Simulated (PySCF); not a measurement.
# [WOF5]−: other spin states and a change of charge

How does [WOF5]− respond at fixed geometry? The runs cover other spin states and a change of charge. The species was built from a template and needn't be a known compound.

The runs use PySCF 2.14.0; TPSS, W def2-SVP with ECP60, O def2-SVP, F def2-SVP; scalar-relativistic core potentials, no spin–orbit coupling.

1 further run of the same task is left out (set aside as unsound or not needed).

### Step 1. The starting structure

7 atoms, charge -1, spin multiplicity 1.

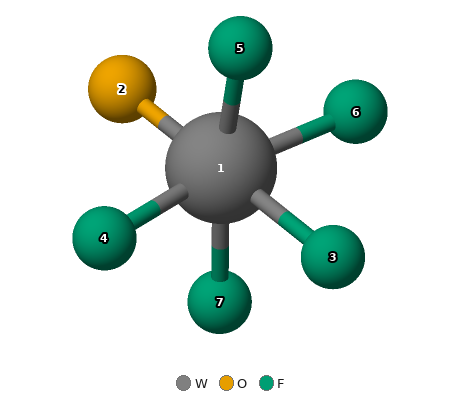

The structure; tungsten grey, oxygen amber, fluorine teal; atoms are numbered from 1 in the order of the file.

Coordinates:

```xyz
7
F5OW
W     0.00000    0.00000    0.11918
O     0.00000    0.00000    1.86123
F     0.00000    0.00000   -1.85047
F     1.89812    0.00000   -0.03683
F     0.00000    1.89812   -0.03683
F    -1.89812    0.00000   -0.03683
F     0.00000   -1.89812   -0.03683
```

Formal oxidation states: W +6. An earlier session relaxed this geometry at TPSS, W def2-SVP with ECP60, O def2-SVP, F def2-SVP (singlet, point group C4v).

Its energy there is -641.547766 Eh.

### Step 2. Multiplicity 3 at the relaxed geometry

The input, run.py (the lines that set the calculation):

```python
mol = gto.M(atom='''
W      0.00000     0.00000     0.11918
O      0.00000     0.00000     1.86123
F      0.00000     0.00000    -1.85047
F      1.89812     0.00000    -0.03683
F      0.00000     1.89812    -0.03683
F     -1.89812     0.00000    -0.03683
F      0.00000    -1.89812    -0.03683''',
    basis={'W': 'def2-SVP', 'O': 'def2-SVP', 'F': 'def2-SVP'},
    ecp={'W': 'def2-SVP'},
    charge=-1, spin=2)
mf = dft.UKS(mol, xc='TPSS')
mf.grids.atom_grid = (50, 194)
mf = mf.density_fit()  # fitting sets: W def2-universal-JKFIT, O def2-universal-JKFIT, F def2-universal-JKFIT
mf.conv_tol = 1e-08; mf.max_cycle = 55
mf.kernel(dm0)  # dm0: free metal ions and neutral atoms
```

On the command line:

```
> OMP_NUM_THREADS=2 python run.py
```

What it wrote:

```text
init E= -657.89776792754
cycle= 1 E= -640.374148520233  delta_E= 17.5  |g|= 1.71  |ddm|= 2.67
cycle= 2 E= -636.066976794194  delta_E= 4.31  |g|= 3.52  |ddm|= 3.55
cycle= 3 E= -640.260432325406  delta_E= -4.19  |g|= 1.53  |ddm|= 3.22
cycle= 4 E= -641.166928947821  delta_E= -0.906  |g|= 0.705  |ddm|= 2.09
cycle= 5 E= -641.313284184616  delta_E= -0.146  |g|= 0.406  |ddm|= 1.05
cycle= 6 E= -641.333110588143  delta_E= -0.0198  |g|= 0.349  |ddm|= 1.03
cycle= 7 E= -641.36251453006  delta_E= -0.0294  |g|= 0.206  |ddm|= 0.23
cycle= 8 E= -641.380476585763  delta_E= -0.018  |g|= 0.0881  |ddm|= 0.648
cycle= 9 E= -641.380419543437  delta_E= 5.7e-05  |g|= 0.0949  |ddm|= 0.263
cycle= 10 E= -641.384277787167  delta_E= -0.00386  |g|= 0.0362  |ddm|= 0.126
cycle= 11 E= -641.384763809143  delta_E= -0.000486  |g|= 0.0255  |ddm|= 0.0569
cycle= 12 E= -641.384912949056  delta_E= -0.000149  |g|= 0.0246  |ddm|= 0.0927
cycle= 13 E= -641.385125590944  delta_E= -0.000213  |g|= 0.0139  |ddm|= 0.0243
cycle= 14 E= -641.385161907276  delta_E= -3.63e-05  |g|= 0.0118  |ddm|= 0.012
cycle= 15 E= -641.385232188899  delta_E= -7.03e-05  |g|= 0.00334  |ddm|= 0.022
cycle= 16 E= -641.385237183619  delta_E= -4.99e-06  |g|= 0.00152  |ddm|= 0.00534
cycle= 17 E= -641.385238363012  delta_E= -1.18e-06  |g|= 0.000347  |ddm|= 0.00374
cycle= 18 E= -641.385238424254  delta_E= -6.12e-08  |g|= 6.32e-05  |ddm|= 0.000533
cycle= 19 E= -641.385238426184  delta_E= -1.93e-09  |g|= 7.23e-06  |ddm|= 0.000112
Extra cycle  E= -641.385238423921  delta_E= 2.26e-09  |g|= 6.84e-05  |ddm|= 0.000103
converged SCF energy = -641.385238423921  <S^2> = 2.0054317  2S+1 = 3.003619
```

Wall time 70 s (2 threads of Intel Xeon at 2.50GHz (Skylake/Cascade Lake), shared host).

It gives: E = -641.385238 Eh (+4.423 eV from the relaxed state), HOMO 1.42 eV, LUMO -3.16 eV (over both spins), ⟨S²⟩ = 2.005, Mulliken charge on W1 +1.15 e. The highest filled level lies above zero; it isn't the detachment energy. An empty level of one spin lies below a filled level of the other.

### Step 3. One electron removed, multiplicity 2

Edit run.py (the lines that set the calculation) of step 2 so:

```diff
@@ -10,3 +10,3 @@
     ecp={'W': 'def2-SVP'},
-    charge=-1, spin=2)
+    charge=0, spin=1)
 mf = dft.UKS(mol, xc='TPSS')
@@ -15,2 +15,2 @@
 mf.conv_tol = 1e-08; mf.max_cycle = 55
-mf.kernel(dm0)  # dm0: free metal ions and neutral atoms
+mf.kernel(dm0)  # dm0: the density of the relaxed state
```

On the command line:

```
> OMP_NUM_THREADS=2 python run.py
```

What it wrote:

```text
init E= -641.550776743801
  HOMO = -0.120129812567  LUMO = -0.11650007239  gap/eV = 0.09877
cycle= 1 E= -641.220932331742  delta_E= 0.33  |g|= 0.412  |ddm|= 0.753
cycle= 2 E= -640.236335497582  delta_E= 0.985  |g|= 1.54  |ddm|=  1.5
cycle= 3 E= -641.242121282398  delta_E= -1.01  |g|= 0.388  |ddm|=  1.3
  HOMO = -0.36992012195  LUMO = -0.364882939539  gap/eV = 0.13707
cycle= 4 E= -641.046404418299  delta_E= 0.196  |g|= 0.729  |ddm|= 1.02
  HOMO = -0.373616732978  LUMO = -0.369983061141  gap/eV = 0.09888
cycle= 5 E= -641.265372442761  delta_E= -0.219  |g|= 0.292  |ddm|= 0.781
  HOMO = -0.375265175698  LUMO = -0.368503085543  gap/eV = 0.18401
cycle= 6 E= -641.269291246822  delta_E= -0.00392  |g|= 0.272  |ddm|= 0.866
  HOMO = -0.370756911351  LUMO = -0.367756812771  gap/eV = 0.08164
cycle= 7 E= -641.298673610694  delta_E= -0.0294  |g|= 0.117  |ddm|= 0.594
  HOMO = -0.370126901845  LUMO = -0.366116133041  gap/eV = 0.10914
cycle= 8 E= -641.303385892705  delta_E= -0.00471  |g|= 0.0625  |ddm|= 0.0827
  HOMO = -0.366749498788  LUMO = -0.361738221582  gap/eV = 0.13636
cycle= 9 E= -641.304833784522  delta_E= -0.00145  |g|= 0.0303  |ddm|= 0.0556
  HOMO = -0.365863637862  LUMO = -0.36047353111  gap/eV = 0.14667
cycle= 10 E= -641.304691300212  delta_E= 0.000142  |g|= 0.0341  |ddm|= 0.065
  HOMO = -0.365571197906  LUMO = -0.360468575556  gap/eV = 0.13885
cycle= 11 E= -641.305147178963  delta_E= -0.000456  |g|= 0.0155  |ddm|= 0.0268
  HOMO = -0.36543576855  LUMO = -0.360416780438  gap/eV = 0.13657
...
  HOMO = -0.365384901995  LUMO = -0.262085073658  gap/eV = 2.81093
cycle= 52 E= -641.303309662056  delta_E= 0.000118  |g|= 0.0586  |ddm|= 0.0264
  HOMO = -0.365460556657  LUMO = -0.261857449965  gap/eV = 2.81918
cycle= 53 E= -641.303093091797  delta_E= 0.000217  |g|= 0.0643  |ddm|= 0.0241
  HOMO = -0.365501474031  LUMO = -0.261738469513  gap/eV = 2.82354
cycle= 54 E= -641.302740909235  delta_E= 0.000352  |g|= 0.0714  |ddm|= 0.0226
  HOMO = -0.36547445048  LUMO = -0.261539218461  gap/eV = 2.82822
cycle= 55 E= -641.302323874352  delta_E= 0.000417  |g|= 0.0785  |ddm|= 0.021
SCF not converged.
  HOMO = -0.357451659974  LUMO = -0.3500442437  gap/eV = 0.20157
macro= 0  E= -641.305140190667  delta_E= -0.00281632  |g|= 0.0185247  4 KF 24 JK
macro= 1  E= -641.303182194912  delta_E= 0.001958  |g|= 0.0122997  2 KF 8 JK
macro= 2  E= -641.304558605943  delta_E= -0.00137641  |g|= 0.00695893  3 KF 12 JK
macro= 3  E= -641.305018750995  delta_E= -0.000460145  |g|= 0.0110231  4 KF 25 JK
macro= 4  E= -641.304428798684  delta_E= 0.000589952  |g|= 0.015151  2 KF 8 JK
macro= 5  E= -641.305367991869  delta_E= -0.000939193  |g|= 0.00232372  4 KF 20 JK
macro= 6  E= -641.305648912235  delta_E= -0.00028092  |g|= 0.0132775  2 KF 8 JK
macro= 7  E= -641.305748905133  delta_E= -9.99929e-05  |g|= 0.00870991  2 KF 7 JK
macro= 8  E= -641.305757259955  delta_E= -8.35482e-06  |g|= 0.000510295  2 KF 13 JK
macro= 9  E= -641.30575726098  delta_E= -1.02432e-09  |g|= 5.12167e-05  1 KF 3 JK
macro X = 10  E=-641.30575726098  |g|= 5.12167e-05  total 27 KF 139 JK
converged SCF energy = -641.30575726098  <S^2> = 0.75768798  2S+1 = 2.0076733
```

Wall time 14 min (2 threads of Intel Xeon at 2.50GHz (Skylake/Cascade Lake), shared host).

It gives: E = -641.305757 Eh (+6.585 eV from the relaxed state), HOMO -10.03 eV, LUMO -9.81 eV (over both spins), ⟨S²⟩ = 0.758, Mulliken charge on W1 +1.49 e. 

### Step 4. The states side by side

| state | energy from the relaxed state (eV) | ⟨S²⟩ | time |
| --- | --- | --- | --- |
| charge -1, singlet, vacuum (relaxed) | 0 | 0.00 |  |
| charge -1, triplet, vacuum | 4.42 | 2.01 | 70 s |
| charge 0, doublet, vacuum | 6.59 | 0.76 | 14 min |

An electron taken off or put on is at rest in vacuum. 

Removing an electron vertically costs 6.59 eV (doublet), against −HOMO = 3.26 eV. The triplet lies 4.42 eV above at this geometry. These are double-zeta-type bases without diffuse functions. Spin–orbit coupling is left out.
